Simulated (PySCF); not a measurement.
## Electronic structure of C8H13P (SMILES C#CPC1CCCCC1) in real space

Input file:

```
{"job": {"kind": "nmr", "xc": "PBE0", "basis": "pcSseg-1"}, "charge": 0, "multiplicity": 1}
C      3.469587    -1.026832     0.407053
C      2.880668    -0.162091    -0.186729
P      2.109685     1.030906    -1.235026
C      0.329522     0.759307    -0.707223
C      0.125802     0.861400     0.802252
C     -1.340740     0.632152     1.159030
C     -1.809142    -0.727096     0.648850
C     -1.616357    -0.821382    -0.861638
C     -0.152078    -0.595229    -1.226244
H      3.963806    -1.761598     0.973410
H      2.339919     2.101891    -0.352312
H     -0.250360     1.552160    -1.201355
H      0.743464     0.108906     1.299521
H      0.443465     1.845541     1.159267
H     -1.952376     1.417915     0.708279
H     -1.467257     0.689902     2.242375
H     -1.231422    -1.515151     1.137377
H     -2.861229    -0.876262     0.900182
H     -2.233502    -0.065025    -1.353130
H     -1.938662    -1.801201    -1.220028
H     -0.024430    -0.644128    -2.311476
H      0.461225    -1.385481    -0.783285
```

Run with:

```sh
OMP_NUM_THREADS=1 python probes_run.py task.json out
```

Geometry: GFN2-xTB.

Computed with PBE0/pcSseg-1, SCF density, gas phase, non-relativistic (PySCF 2.14.0).

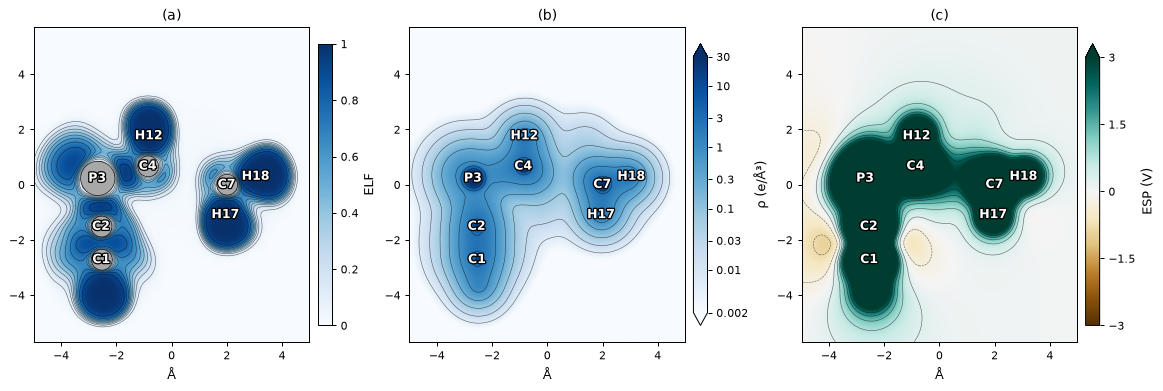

Figure 1. (a) ELF; (b) electron density; (c) electrostatic potential on the plane of atoms H17, C7 and H18. Grey discs cover the atomic cores in the ELF map.

**What do the fields say about this system?**

Atoms in the plane: C, P and H. C–C (1.20 Å): ρ is about 2.7 e/Å³ halfway; the ELF peaks at about 0.85 between the atoms: a short, multiple covalent bond. C–P (1.77 Å): the density is about 1.2 e/Å³ at the midpoint; the ELF peaks at about 0.95 between the atoms: a shared electron pair. C–P (1.88 Å): ρ at the midpoint is about 1.1 e/Å³; the ELF peaks at about 0.95 between the atoms; a covalent bond. The ELF also peaks beside P3, away from the bonds: lone-pair regions. Outside the dense part of the molecule the potential is most negative (−0.9 V) near C1.

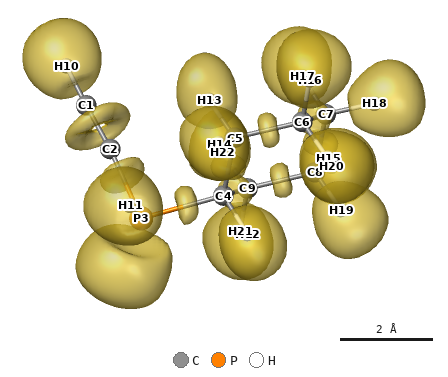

Figure 2. Isosurface of the ELF at 0.85 (yellow), seen from one side. Only the valence region is drawn (cores and ρ < 0.01 e/Å³ removed).

**What do the ELF domains correspond to?**

The surface consists of seven regions between bonded C–C atoms (shared pairs), two regions between bonded C–P atoms (shared pairs), 13 regions around hydrogen nuclei and one lobe on P, pointing away from the bonds (lone pairs).

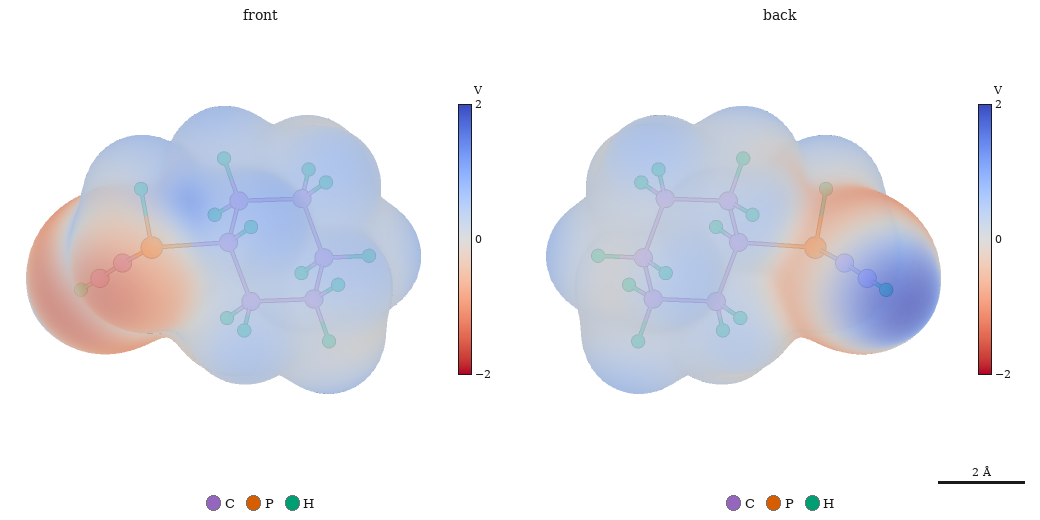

Figure 3. The molecular electrostatic potential painted on the density surface at 0.002 e/bohr³, seen from the front and from behind; the colour scale runs from red (negative) to blue (positive).

**Where is the surface potential most negative and most positive?**

The most negative region (about −1.0 V, or −23 kcal/mol for a unit charge) lies over P3, the most positive (about +1.5 V, or +35 kcal/mol for a unit charge) over H10.

**How polar is the molecule by this calculation?**

Its dipole moment is 1.56 D.
